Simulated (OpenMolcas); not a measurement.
# How basis sets differ on GeSiH3ClO (SMILES [SiH3][O][Ge][Cl])

GeSiH3ClO has 7 atoms, charge 0, and is taken as a singlet. As SMILES, `[SiH3][O][Ge][Cl]`. The coordinates come from a PBE0-D4/def2-TZVP relaxation. This is one conformer, not always the lowest.

```xyz
7

Si    0.1844    0.6642   -0.6142
O     0.4345   -0.9595   -0.4138
Ge    0.0766   -2.2159    0.7769
Cl   -0.9918   -0.9951    2.2776
H     0.7959    1.0454   -1.9113
H    -1.2689    0.9651   -0.6433
H     0.8307    1.4278    0.4824
```

Each level gives the dipole moment (D). The values are calculated.

```
               level          kind     program  value (D)  CPU time
   HF/ANO-R0 (sfX2C)  Hartree–Fock  OpenMolcas       2.67     3.4 s
HF/ANO-RCC-MB (DKH2)  Hartree–Fock  OpenMolcas       2.33     8.6 s
           HF/STO-3G  Hartree–Fock  OpenMolcas       2.67     3.6 s
            HF/3-21G  Hartree–Fock  OpenMolcas       2.46       5 s
          HF/cc-pVDZ  Hartree–Fock  OpenMolcas       1.66      16 s
```

All-electron rows without a relativistic Hamiltonian named are non-relativistic. The values span 1.66 to 2.67 D. Magnitudes only. Sets without polarisation functions give poor dipoles. Times are those of the runs behind each value, whatever else they computed, on shared processors of several kinds: orders of magnitude only.

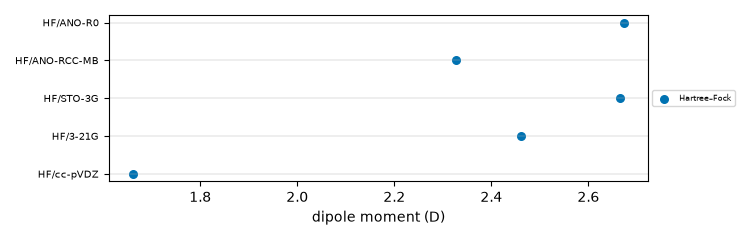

The values of the table, level by level.
